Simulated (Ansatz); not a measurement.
# Run report: BSi₂N₂H₉, phonon calculation

BSi₂N₂H₉, computed with RKS PBE0/6-31G* (Ansatz 0.2.0).

It belongs to a series of runs on one base structure; here: vibrations at the highest image of the band. Figures and captions count atoms from 1; the log counts them from 0 in places.

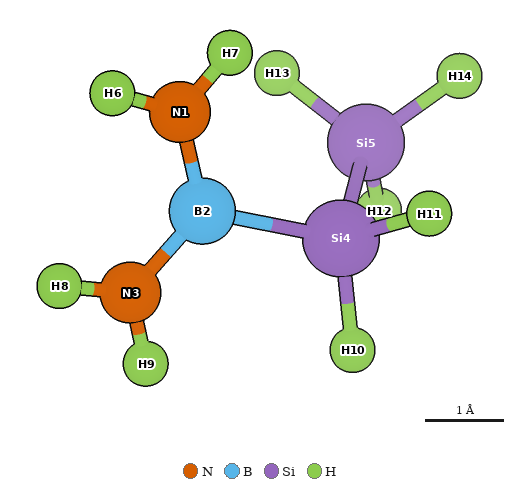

**Figure 1.** The structure (ball-and-stick view, seen at a tilt; atoms are numbered from 1 in the order of the input).

**The input**
```yaml
crystal:
  periodic: [false, false, false]
  atoms:
    - { symbol: "N", position_ang: [-1.909843, 0.643062, -0.450854] }
    - { symbol: B, position_ang: [-0.924149, -0.339426, -0.70234] }
    - { symbol: "N", position_ang: [-0.832663, -1.002289, -1.947751] }
    - { symbol: Si, position_ang: [0.423304, -0.814262, 0.745005] }
    - { symbol: Si, position_ang: [1.844475, 0.97676, 1.305815] }
    - { symbol: H, position_ang: [-2.60056, 0.930685, -1.129374] }
    - { symbol: H, position_ang: [-1.991249, 1.129123, 0.426488] }
    - { symbol: H, position_ang: [-1.449679, -0.825205, -2.727943] }
    - { symbol: H, position_ang: [-0.145601, -1.712962, -2.136303] }
    - { symbol: H, position_ang: [1.289966, -1.960363, 0.320029] }
    - { symbol: H, position_ang: [-0.240904, -1.251542, 2.014201] }
    - { symbol: H, position_ang: [3.275289, 0.660153, 1.020015] }
    - { symbol: H, position_ang: [1.503861, 2.211289, 0.537175] }
    - { symbol: H, position_ang: [1.744855, 1.325676, 2.754639] }
basis:
  gaussian: { orbitals: "6-31G*" }
hamiltonian:
  xc: pbe0
phonons: {}
```

Machine: 2 threads of Arm Neoverse V1, 24 GiB of memory available, shared host.

Launched with:
```bash
ansatz run input.yaml --threads 2 --pin off --max-ram 3072MiB --backend cpu --events-out ev --progress --plain --runs-dir out
```

**Output**
```
Engine: ansatz 0.2.0, aarch64-unknown-linux-gnu
Functional definition: PBE0
  parameter a = 0.25
  parameter kappa = 0.804
  parameter beta = 0.06672455060314922
  exchange = (1 - a)*pbe_x(kappa = kappa, mu = beta*pi^2/3) + a*exact_x
  correlation = pbe_c(beta = beta)
1140 factors; integrals over basis functions are off by at most 7.3e-4 eV
mean field evaluation 1: about -19540.5730 eV, gradient 6.1e1 eV
mean field evaluation 2: about -19536.4591 eV, gradient 7.4e1 eV
mean field evaluation 4: about -19547.8133 eV, gradient 1.8e0 eV
mean field evaluation 8: about -19547.8399 eV, gradient 1.3e-1 eV
mean field evaluation 16: about -19547.8400 eV, gradient 9.7e-6 eV
mean field -19547.83995137 eV, -718.3698682112 hartree, gradient 9.7e-6 eV, S^2 0.000000; 0 other end points of the search recorded, 0 dependent functions left out
the calculation of the forces begins
reference -19547.83998213 eV, -718.3698693415 hartree; 28, 28 occupied and 73, 73 virtual orbitals, 1140 factors
these checks for a lower state are left out or cut short: stability, starts, cluster_reference, orbital_swaps, neighbouring_geometries, increment
1140 factors; integrals over basis functions are off by at most 7.3e-4 eV
mean field -19547.83982380 eV, -718.3698635231 hartree, gradient 2.4e-6 eV, S^2 0.000000; 0 other end points of the search recorded, 0 dependent functions left out
[... from here on the field's lines of each further geometry are left out, up to the last ...]
the calculation of the forces begins
reference -19547.83992951 eV, -718.3698674076 hartree; 28, 28 occupied and 73, 73 virtual orbitals, 1140 factors
these checks for a lower state are left out or cut short: stability, starts, cluster_reference, orbital_swaps, neighbouring_geometries, increment
1140 factors; integrals over basis functions are off by at most 7.3e-4 eV
mean field -19547.83989758 eV, -718.3698662342 hartree, gradient 2.8e-6 eV, S^2 0.000000; 0 other end points of the search recorded, 0 dependent functions left out
the calculation of the forces begins
reference -19547.83992833 eV, -718.3698673645 hartree; 28, 28 occupied and 73, 73 virtual orbitals, 1140 factors
WARN: phonons: modes at or below zero, which the zero-point energy, F, S and C_V leave out: 1, the lowest at -110.51 cm⁻¹. A minimum has none, and a first-order saddle one
Total energy: -19547.83998213 eV, -718.3698693415 hartree
Atom 0 at    -1.909843     0.643062    -0.450854 Å, force     0.006074    -0.001322    -0.001705 eV/Å
Atom 1 at    -0.924149    -0.339426    -0.702340 Å, force    -0.003761    -0.004171     0.001516 eV/Å
Atom 2 at    -0.832663    -1.002289    -1.947751 Å, force     0.002338     0.002222     0.000574 eV/Å
Atom 3 at     0.423304    -0.814262     0.745005 Å, force    -0.001122     0.001921    -0.001411 eV/Å
Atom 4 at     1.844475     0.976760     1.305815 Å, force     0.001693    -0.001662     0.000530 eV/Å
Atom 5 at    -2.600560     0.930685    -1.129374 Å, force    -0.000815     0.001625     0.002099 eV/Å
Atom 6 at    -1.991249     1.129123     0.426488 Å, force    -0.002912     0.001791    -0.001586 eV/Å
Atom 7 at    -1.449679    -0.825205    -2.727943 Å, force     0.000623    -0.001633     0.000839 eV/Å
Atom 8 at    -0.145601    -1.712962    -2.136303 Å, force    -0.002515     0.000009    -0.000418 eV/Å
Atom 9 at     1.289966    -1.960363     0.320029 Å, force     0.001381     0.001381    -0.000196 eV/Å
Atom 10 at    -0.240904    -1.251542     2.014201 Å, force    -0.000855    -0.000433    -0.000687 eV/Å
Atom 11 at     3.275289     0.660153     1.020015 Å, force     0.000799     0.001661     0.000083 eV/Å
Atom 12 at     1.503861     2.211289     0.537175 Å, force    -0.000909    -0.001066     0.000202 eV/Å
Atom 13 at     1.744855     1.325676     2.754639 Å, force    -0.000018    -0.000323     0.000160 eV/Å
Dipole moment:    -0.439842     0.047173    -0.439808 e Å
Vibrations: -110.51 9.91 87.94 187.92 312.98 318.07 373.52 393.47 409.36 438.32 447.72 526.67 543.97 558.34 622.18 701.25 741.12 871.02 889.50 931.40 940.87 947.51 951.55 1263.30 1418.13 1669.43 1677.24 2204.36 2210.75 2232.48 2239.78 2243.46 3623.89 3627.28 3739.77 3740.89 cm⁻¹, zero-point energy 2.733563 eV
```

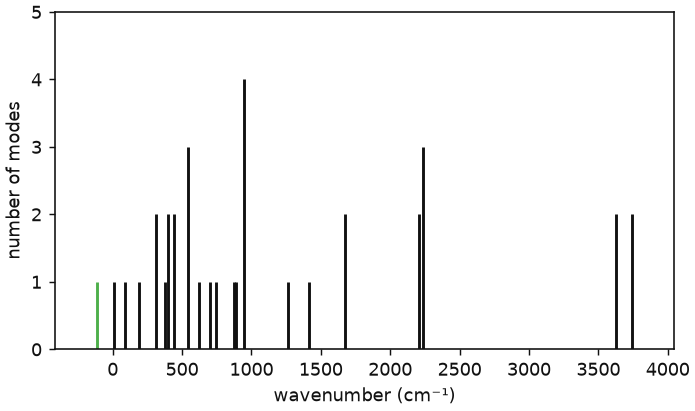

**Figure 2.** Harmonic vibrational wavenumbers from the force constants; neighbouring modes closer than 18 cm⁻¹ are counted in one stick, and imaginary ones are drawn at negative wavenumbers. 36 modes from 111i to 3741 cm⁻¹, 1 imaginary beyond 8i (111i cm⁻¹): a first-order saddle point, if the geometry is stationary.

**Key numbers**

| quantity | value |
| --- | --- |
| outcome | converged |
| total energy | −19547.8400 eV |
| mean-field energy | −19547.8400 eV |
| largest force (length of the vector) | 0.006 eV/Å |
| wall time | 3.2 min (CPU time 6.2 min) |
| peak memory | 0.23 GiB |
